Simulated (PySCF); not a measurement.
**NMR shielding calculation, with input and output: C2H11OPSi2**

- system: C2H11OPSi2
- method: GIAO PBE0/pcSseg-1 NMR shielding, non-relativistic, gas phase (PySCF 2.14.0)

The geometry comes from this level: PBE0-D3(BJ)/def2-SVP. It belongs to a series of runs on one base structure; here: constitutional isomer. Figures and captions count atoms from 1; the log counts them from 0 in places.

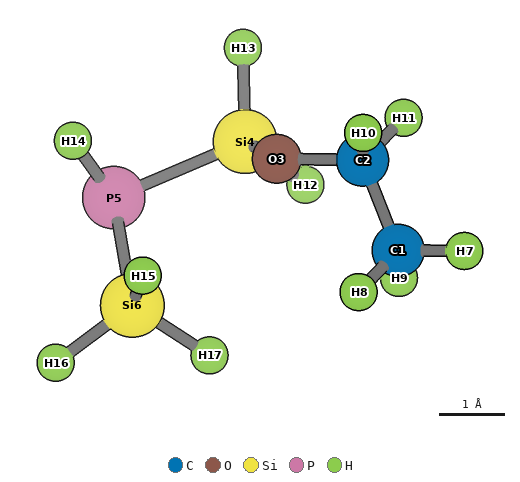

Fig. 1: The structure (ball-and-stick view, seen at a tilt; atoms are numbered from 1 in the order of the input).

Input
```
{"job": {"kind": "nmr", "xc": "PBE0", "basis": "pcSseg-1"}, "charge": 0, "multiplicity": 1}
C     -1.477859    -0.174950    -1.016418
C     -1.484472     0.018157     0.484260
O     -0.174926    -0.003860     1.010892
Si     0.599581    -1.343043     1.633346
P      2.821579    -1.028450     1.544270
Si     2.754916     0.267077    -0.318024
H     -2.499913    -0.118806    -1.421639
H     -0.868738     0.602772    -1.500784
H     -1.056149    -1.155387    -1.286890
H     -1.924021     0.996258     0.741747
H     -2.120081    -0.749525     0.966601
H      0.263674    -2.552468     0.816984
H      0.191695    -1.594399     3.049653
H      2.818114     0.067354     2.462012
H      2.058529     1.570308    -0.124609
H      4.164055     0.530778    -0.741235
H      2.078370    -0.521184    -1.391915
```

The first line tells a small driver script what to run in PySCF; the rest is the geometry in Å.

What the program printed
```
coarse grid: 14952 points
cycle   1  E = -1077.6896985818  dE =  2.045e-01  |g| = 6.630e-01  |ddm| = 3.520e+00
cycle   2  E = -1077.5506582490  dE =  1.390e-01  |g| = 1.084e+00  |ddm| = 1.581e+00
cycle   3  E = -1077.7708804567  dE = -2.202e-01  |g| = 1.020e-01  |ddm| = 1.147e+00
cycle   4  E = -1077.7728687178  dE = -1.988e-03  |g| = 3.827e-02  |ddm| = 1.247e-01
cycle   5  E = -1077.7732395347  dE = -3.708e-04  |g| = 4.780e-03  |ddm| = 4.028e-02
cycle   6  E = -1077.7732440703  dE = -4.536e-06  |g| = 9.490e-04  |ddm| = 5.281e-03
final grid: 128496 points
cycle   7  E = -1077.8177542670  dE = -2.086e-05  |g| = 9.818e-03  |ddm| = 2.330e-02
cycle   8  E = -1077.8177372457  dE =  1.702e-05  |g| = 1.382e-02  |ddm| = 1.531e-02
cycle   9  E = -1077.8177728077  dE = -3.556e-05  |g| = 1.402e-03  |ddm| = 9.489e-03
cycle  10  E = -1077.8177732381  dE = -4.304e-07  |g| = 1.643e-04  |ddm| = 1.477e-03
cycle  11  E = -1077.8177732444  dE = -6.294e-09  |g| = 3.550e-05  |ddm| = 2.026e-04
cycle  12  E = -1077.8177732447  dE = -2.960e-10  |g| = 1.045e-05  |ddm| = 5.434e-05
```

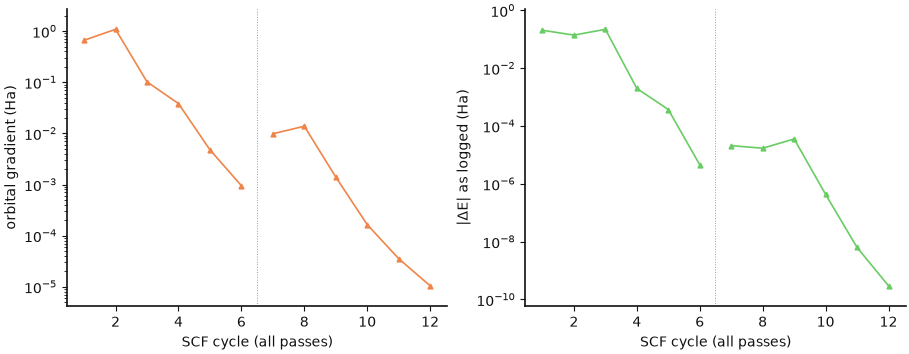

Fig. 2: Convergence of the self-consistent field: orbital gradient and size of the energy change against the SCF cycle. The dotted line marks the change from a coarse to the final integration grid. The first 6 cycles use a coarse grid, the final grid takes over at cycle 7, and the field converges after 12 cycles in all.

```
converged SCF energy = -1077.8177732447

GIAO shielding tensors (ppm)
atom      isotropic    diamagn.    paramagn.     s11        s22        s33       span
  0 C      165.828     249.627     -83.800    147.093    168.245    182.145     35.052
  1 C      121.360     241.006    -119.647     90.400    105.428    168.251     77.851
  2 O      300.698     400.906    -100.208    266.432    315.010    320.651     54.219
  3 Si     361.595     880.449    -518.854    272.500    372.114    440.170    167.669
  4 P      621.121     969.593    -348.472    579.479    611.733    672.151     92.672
  5 Si     427.435     880.119    -452.685    398.540    429.128    454.635     56.095
  6 H       30.411      28.688       1.723     26.315     27.145     37.774     11.459
  7 H       29.892      31.629      -1.738     26.184     29.042     34.450      8.267
  8 H       29.941      31.387      -1.446     26.447     29.528     33.847      7.400
  9 H       27.449      29.049      -1.600     22.194     26.784     33.370     11.176
 10 H       27.774      29.344      -1.570     22.674     27.533     33.115     10.441
 11 H       26.172      29.885      -3.712     22.337     25.516     30.664      8.328
 12 H       25.954      28.412      -2.458     21.778     24.440     31.642      9.864
 13 H       29.860      31.034      -1.174     25.421     25.902     38.256     12.835
 14 H       26.956      30.330      -3.375     23.149     25.972     31.746      8.597
 15 H       27.175      28.323      -1.147     23.211     24.854     33.462     10.251
 16 H       27.348      30.454      -3.106     23.635     26.622     31.787      8.152
```

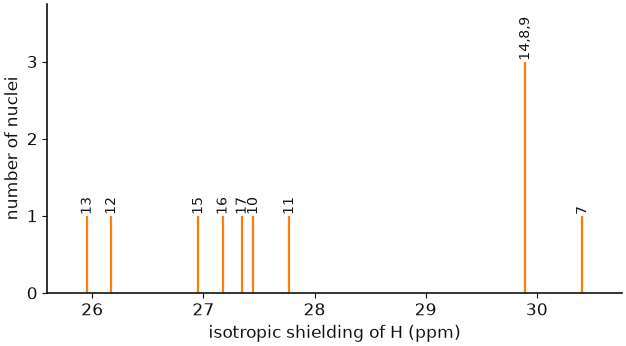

Fig. 3: Isotropic shieldings of the hydrogen nuclei in this fixed geometry, labelled by atom number; shielding grows to the right, so chemical shift grows to the left. The least shielded is H13 (26.0 ppm), the most shielded H7 (30.4 ppm).

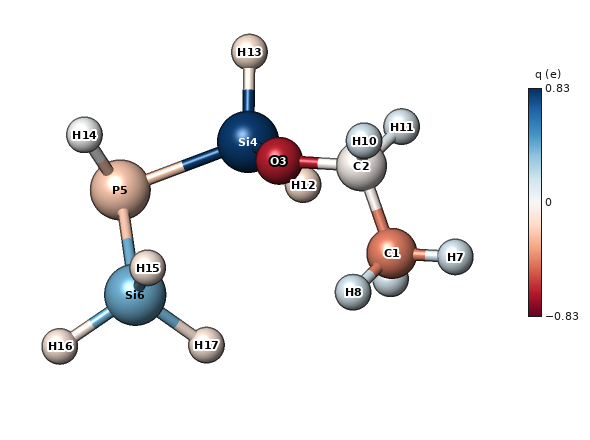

Fig. 4: IAO charges, as the colour of each atom (ball-and-stick view, seen at a tilt; atoms are numbered from 1 in the order of the input). By element: C −0.42 to −0.03, O −0.65, Si +0.41 to +0.79, P −0.23 and H −0.14 to +0.15 e.

Results in brief

```json
{"quantity": "outcome", "value": "converged"}
{"quantity": "total energy", "value": "−1077.817773 hartree"}
{"quantity": "HOMO", "value": "−7.45 eV"}
{"quantity": "LUMO", "value": "0.00 eV"}
{"quantity": "dipole moment", "value": "2.05 D"}
{"quantity": "isotropic shielding, C", "value": "121.4 to 165.8 ppm"}
{"quantity": "isotropic shielding, O", "value": "300.7 ppm"}
{"quantity": "isotropic shielding, Si", "value": "361.6 to 427.4 ppm"}
{"quantity": "isotropic shielding, P", "value": "621.1 ppm"}
{"quantity": "isotropic shielding, H", "value": "26.0 to 30.4 ppm"}
{"quantity": "hardware", "value": "1 CPU thread, shared host"}
{"quantity": "wall time", "value": "24 s"}
{"quantity": "peak memory", "value": "0.87 GiB"}
```
